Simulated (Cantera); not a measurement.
Input: 1 mol n-butane, a varied amount of CO2, 46 mol N2, equilibrated at 2600 °C and 21.0 mbar.

Method: chemical equilibrium by Gibbs-energy minimisation in Cantera with the NASA 1993 tables (ideal gas, pure condensed phases). Candidate condensed phases: C, C6H6, C7H8, C8H18, H2O; 136 gas species. Equilibrium is a limit: real reactors are often held back by kinetics, nucleation or transport.

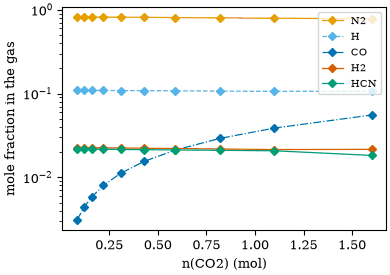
Figure: Equilibrium gas composition (values under 1e-9 drawn at 1e-9)

### Question
Read off the mole fractions at 0.82 mol CO2.

### Answer
N2 about 0.80, H about 0.11, CO about 0.029, H2 about 0.022, HCN about 0.021.
